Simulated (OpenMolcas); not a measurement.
# Relativistic diatomic calculation: FC⁻ (part 2 of 2)

The same run, continued: FC⁻. Method: SA-CASSCF(10,7)/XMS-CASPT2 + RASSI spin-orbit (X2C scalar, AMFI), ANO-RCC-VTZP (OpenMolcas).

**The program's output (extracts), continued**
```
++ Dipole transition strengths (spin-free states):
     for osc. strength at least  1.00000000E-05
      From   To        Osc. strength     Einstein coefficients Ax, Ay, Az (sec-1)    Total A (sec-1)
         1   10       6.68685987E-04  5.42209219E+05  2.20458482E+02  0.00000000E+00  5.42429677E+05
         1   11       6.68685983E-04  2.20458492E+02  5.42209216E+05  0.00000000E+00  5.42429675E+05
         1   12       9.95264165E-02  3.11719832E+04  1.40698034E+08  0.00000000E+00  1.40729206E+08
         1   13       9.95264164E-02  1.40698034E+08  3.11719832E+04  0.00000000E+00  1.40729206E+08
         1    5       2.33565885E-02  0.00000000E+00  0.00000000E+00  1.12419795E+08  1.12419795E+08
         6   14       2.94381193E-03  6.43908738E+04  1.53916868E+06  0.00000000E+00  1.60355955E+06
         6   15       2.94381200E-03  1.53916872E+06  6.43908702E+04  0.00000000E+00  1.60355959E+06
         6   16       6.29889343E-02  1.22457631E+08  1.09266743E+07  0.00000000E+00  1.33384306E+08
         6   17       6.29889352E-02  1.09266742E+07  1.22457633E+08  0.00000000E+00  1.33384308E+08
         7   14       2.93389476E-03  1.52366544E+06  6.37422978E+04  0.00000000E+00  1.58740774E+06
         7   15       2.93389477E-03  6.37422942E+04  1.52366545E+06  0.00000000E+00  1.58740775E+06
         7   16       6.28813103E-02  1.08707611E+07  1.21831002E+08  0.00000000E+00  1.32701763E+08
         7   17       6.28813104E-02  1.21831002E+08  1.08707613E+07  0.00000000E+00  1.32701763E+08
         8   14       7.55395449E-03  2.57997119E+05  2.35359120E+06  0.00000000E+00  2.61158832E+06
         8   15       7.55395438E-03  2.35359116E+06  2.57997126E+05  0.00000000E+00  2.61158829E+06
         8   16       2.29142255E-02  3.78571684E+07  1.17365100E+06  0.00000000E+00  3.90308194E+07
         8   17       2.29142245E-02  1.17365101E+06  3.78571667E+07  0.00000000E+00  3.90308178E+07
        10   13       4.65354886E-04  0.00000000E+00  0.00000000E+00  3.87199220E+04  3.87199220E+04
        10    2       6.81344287E-05  8.72476712E+04  1.43384022E+04  0.00000000E+00  1.01586073E+05
        10    3       6.81470426E-05  1.43463711E+04  8.72961452E+04  0.00000000E+00  1.01642516E+05
        10    4       5.07238883E-05  1.20620603E+01  7.83116884E+04  0.00000000E+00  7.83237504E+04
        10    5       1.17893399E-05  1.96312184E+04  8.60907438E+01  0.00000000E+00  1.97173091E+04
        11   12       4.65354892E-04  0.00000000E+00  0.00000000E+00  3.87199224E+04  3.87199224E+04
        11    2       6.81344317E-05  1.43384053E+04  8.72476724E+04  0.00000000E+00  1.01586078E+05
        11    3       6.81470536E-05  8.72961612E+04  1.43463714E+04  0.00000000E+00  1.01642533E+05
        11    4       5.07238758E-05  7.83116689E+04  1.20620687E+01  0.00000000E+00  7.83237310E+04
        11    5       1.17893381E-05  8.60907652E+01  1.96312153E+04  0.00000000E+00  1.97173061E+04
        14   16       3.86739759E-05  0.00000000E+00  0.00000000E+00  1.98895666E+04  1.98895666E+04
        14   17       1.21512897E-04  0.00000000E+00  0.00000000E+00  6.24926402E+04  6.24926402E+04
        14    9       9.54515426E-05  8.85206159E+04  9.81592736E+03  0.00000000E+00  9.83365433E+04
        15   16       1.21512902E-04  0.00000000E+00  0.00000000E+00  6.24926427E+04  6.24926427E+04
        15   17       3.86739747E-05  0.00000000E+00  0.00000000E+00  1.98895660E+04  1.98895660E+04
        15    9       9.54515421E-05  9.81592743E+03  8.85206154E+04  0.00000000E+00  9.83365428E+04
        12    2       1.18891032E-03  1.39026859E+05  8.95014625E+05  0.00000000E+00  1.03404148E+06
        12    3       1.18919872E-03  8.95665964E+05  1.39127988E+05  0.00000000E+00  1.03479395E+06
        12    4       1.36101469E-03  1.23903331E+06  9.74015348E+01  0.00000000E+00  1.23913071E+06
        12    5       2.26042150E-03  6.25701709E-01  2.28211314E+06  0.00000000E+00  2.28211376E+06
        13    2       1.18891035E-03  8.95014696E+05  1.39026823E+05  0.00000000E+00  1.03404152E+06
        13    3       1.18919850E-03  1.39128002E+05  8.95665761E+05  0.00000000E+00  1.03479376E+06
        13    4       1.36101497E-03  9.74016627E+01  1.23903356E+06  0.00000000E+00  1.23913097E+06
        13    5       2.26042141E-03  2.28211304E+06  6.25696506E-01  0.00000000E+00  2.28211367E+06
        16    9       4.40148937E-04  1.17894528E+03  3.78715957E+04  0.00000000E+00  3.90505410E+04
        17    9       4.40148932E-04  3.78715953E+04  1.17894528E+03  0.00000000E+00  3.90505406E+04
 Electric-quadrupole - electric-quadrupole not included
 Electric-dipole - electric-octupole not included
 Electric-dipole - magnetic-quadrupole not included
   Eigenvalues of complex Hamiltonian:
  (Shifted by EMIN (a.u.) =       -137.7069323213)
 SO State       Relative EMIN(au)   Rel lowest level(eV)    D:o, cm**(-1)      Omega
     1            -0.0000010455        0.0000000000              0.0000         0.0
     2            -0.0000003944        0.0000177154              0.1429         1.0
     3            -0.0000003944        0.0000177154              0.1429         1.0
     4             0.0470999393        1.2816830906          10337.4713         2.0
     5             0.0475385815        1.2936191528          10433.7421         2.0
     6             0.0735758542        2.0021294347          16148.2629         0.0
     7             0.1587733029        4.3204701205          34846.9416         0.0
     8             0.1587734221        4.3204733643          34846.9677         0.0
     9             0.1588921622        4.3237044465          34873.0282         1.0
    10             0.1588921622        4.3237044465          34873.0282         1.0
    11             0.1590126563        4.3269832576          34899.4736         2.0
    12             0.1590126563        4.3269832567          34899.4736         2.0
    13             0.1773075765        4.8248133966          38914.7444         1.0
    14             0.1773075765        4.8248133966          38914.7444         1.0
    15             0.2096919357        5.7060367030          46022.2897         2.0
    16             0.2096919363        5.7060367203          46022.2899         2.0
    17             0.2097807055        5.7084522543          46041.7725         1.0
    18             0.2097807055        5.7084522543          46041.7725         1.0
    19             0.2098699540        5.7108808296          46061.3603         0.0
    20             0.2098710022        5.7109093505          46061.5903         0.0
    21             0.2654015044        7.2219712941          58249.1268         0.0
    22             0.2654015438        7.2219723676          58249.1354         1.0
    23             0.2654015438        7.2219723676          58249.1354         1.0
    24             0.2654016622        7.2219755883          58249.1614         2.0
    25             0.2654016622        7.2219755883          58249.1614         2.0
    26             0.3038179689        8.2673365479          66680.5662         1.0
    27             0.3038179689        8.2673365479          66680.5662         1.0
    28             0.3563516117        9.6968497953          78210.3681         0.0
    29             0.3736392725       10.1672710104          82004.5711         3.0
    30             0.3736392725       10.1672710104          82004.5711         3.0
    31             0.3743100957       10.1855250395          82151.7997         2.0
    32             0.3743499890       10.1866105895          82160.5553         2.0
    33             0.3750228113       10.2049190191          82308.2227         1.0
    34             0.3750228113       10.2049190191          82308.2227         1.0
    35             0.3780916341       10.2884259415          82981.7515         1.0
    36             0.3780916341       10.2884259415          82981.7515         1.0
    37             0.3781367538       10.2896537100          82991.6541         0.0
    38             0.3870454741       10.5320723389          84946.8922         0.0
    39             0.3870720291       10.5327949386          84952.7204         1.0
    40             0.3870720291       10.5327949386          84952.7204         1.0
 Weights of the five most important spin-orbit-free states for each spin-orbit state.
 SO State  Total energy (au)           Spin-free states, spin, and weights
    1        -0.000001       1 1.0  1.0000    8 0.0  0.0000   13 1.0  0.0000   12 1.0  0.0000   11 1.0  0.0000
    2        -0.000000       1 1.0  1.0000    4 1.0  0.0000   17 0.0  0.0000   16 0.0  0.0000   13 1.0  0.0000
    3        -0.000000       1 1.0  1.0000    4 1.0  0.0000   17 0.0  0.0000   16 0.0  0.0000   13 1.0  0.0000
    4         0.047100       6 0.0  1.0000    2 1.0  0.0000   13 1.0  0.0000   12 1.0  0.0000    3 1.0  0.0000
    5         0.047539       7 0.0  1.0000    3 1.0  0.0000   12 1.0  0.0000   13 1.0  0.0000    2 1.0  0.0000
    6         0.073576       8 0.0  1.0000    1 1.0  0.0000    5 1.0  0.0000   12 1.0  0.0000   13 1.0  0.0000
    7         0.158773      11 1.0  0.5000   10 1.0  0.5000   18 2.0  0.0000   12 1.0  0.0000   13 1.0  0.0000
    8         0.158773      10 1.0  0.5000   11 1.0  0.5000    8 0.0  0.0000   12 1.0  0.0000   13 1.0  0.0000
    9         0.158892      11 1.0  1.0000   14 0.0  0.0000   15 0.0  0.0000   18 2.0  0.0000    1 1.0  0.0000
   10         0.158892      10 1.0  1.0000   15 0.0  0.0000   14 0.0  0.0000   18 2.0  0.0000    1 1.0  0.0000
   11         0.159013      10 1.0  0.5000   11 1.0  0.5000   18 2.0  0.0000   12 1.0  0.0000   13 1.0  0.0000
   12         0.159013      11 1.0  0.5000   10 1.0  0.5000   18 2.0  0.0000   12 1.0  0.0000   13 1.0  0.0000
   13         0.177308      15 0.0  1.0000   10 1.0  0.0000   11 1.0  0.0000   13 1.0  0.0000    1 1.0  0.0000
   14         0.177308      14 0.0  1.0000   11 1.0  0.0000   10 1.0  0.0000   12 1.0  0.0000    1 1.0  0.0000
   15         0.209692      13 1.0  0.5000   12 1.0  0.5000    2 1.0  0.0000    6 0.0  0.0000   18 2.0  0.0000
   16         0.209692      12 1.0  0.5000   13 1.0  0.5000    3 1.0  0.0000    7 0.0  0.0000   18 2.0  0.0000
   17         0.209781      13 1.0  1.0000    2 1.0  0.0000    3 1.0  0.0000    4 1.0  0.0000    5 1.0  0.0000
   18         0.209781      12 1.0  1.0000    2 1.0  0.0000    3 1.0  0.0000    4 1.0  0.0000    5 1.0  0.0000
   19         0.209870      13 1.0  0.5000   12 1.0  0.5000    9 0.0  0.0000    4 1.0  0.0000   10 1.0  0.0000
   20         0.209871      12 1.0  0.5000   13 1.0  0.5000    5 1.0  0.0000    8 0.0  0.0000    1 1.0  0.0000
   21         0.265402      18 2.0  1.0000   11 1.0  0.0000   10 1.0  0.0000   12 1.0  0.0000   13 1.0  0.0000
   22         0.265402      18 2.0  1.0000   11 1.0  0.0000   10 1.0  0.0000   12 1.0  0.0000   13 1.0  0.0000
   23         0.265402      18 2.0  1.0000   11 1.0  0.0000   10 1.0  0.0000   12 1.0  0.0000   13 1.0  0.0000
   24         0.265402      18 2.0  1.0000   11 1.0  0.0000   10 1.0  0.0000   12 1.0  0.0000   13 1.0  0.0000
   25         0.265402      18 2.0  1.0000   11 1.0  0.0000   10 1.0  0.0000   12 1.0  0.0000   13 1.0  0.0000
   26         0.303818      17 0.0  0.9999    2 1.0  0.0000    3 1.0  0.0000    4 1.0  0.0000    5 1.0  0.0000
   27         0.303818      16 0.0  0.9999    2 1.0  0.0000    3 1.0  0.0000    4 1.0  0.0000    5 1.0  0.0000
   28         0.356352       9 0.0  0.9990    4 1.0  0.0009   12 1.0  0.0000   13 1.0  0.0000    5 1.0  0.0000
   29         0.373639       2 1.0  0.5144    3 1.0  0.4856   17 0.0  0.0000   16 0.0  0.0000   13 1.0  0.0000
   30         0.373639       2 1.0  0.5144    3 1.0  0.4856   17 0.0  0.0000   16 0.0  0.0000   13 1.0  0.0000
   31         0.374310       2 1.0  1.0000   13 1.0  0.0000   12 1.0  0.0000    6 0.0  0.0000    7 0.0  0.0000
   32         0.374350       3 1.0  1.0000   12 1.0  0.0000   13 1.0  0.0000    7 0.0  0.0000    6 0.0  0.0000
   33         0.375023       3 1.0  0.5144    2 1.0  0.4856   16 0.0  0.0000   17 0.0  0.0000   12 1.0  0.0000
   34         0.375023       3 1.0  0.5144    2 1.0  0.4856   16 0.0  0.0000   17 0.0  0.0000   12 1.0  0.0000
   35         0.378092       4 1.0  0.9971    5 1.0  0.0029   17 0.0  0.0000   16 0.0  0.0000   13 1.0  0.0000
   36         0.378092       4 1.0  0.9971    5 1.
```

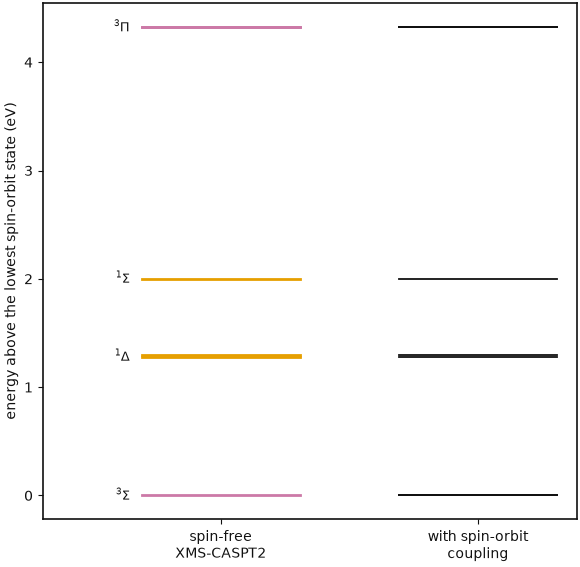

Fig. 2: States up to 4.7 eV at 1.456 Å, without spin-orbit coupling (left, a colour for each spin multiplicity) and with it (right, where close levels merge). The spin-free states run ³Σ (0.00 eV), ¹Δ (1.28 eV), ¹Σ (2.00 eV), ³Π (4.32 eV) from the lowest. The lowest spin-orbit levels have |Ω| = 0 (0 cm⁻¹), 1 (0 cm⁻¹), 2 (10,337 cm⁻¹), 2 (10,434 cm⁻¹), 0 (16,148 cm⁻¹).

Outcome of the run: converged; components of a degenerate state are split by 96 cm⁻¹; whether the anion is bound against detachment isn't tested.
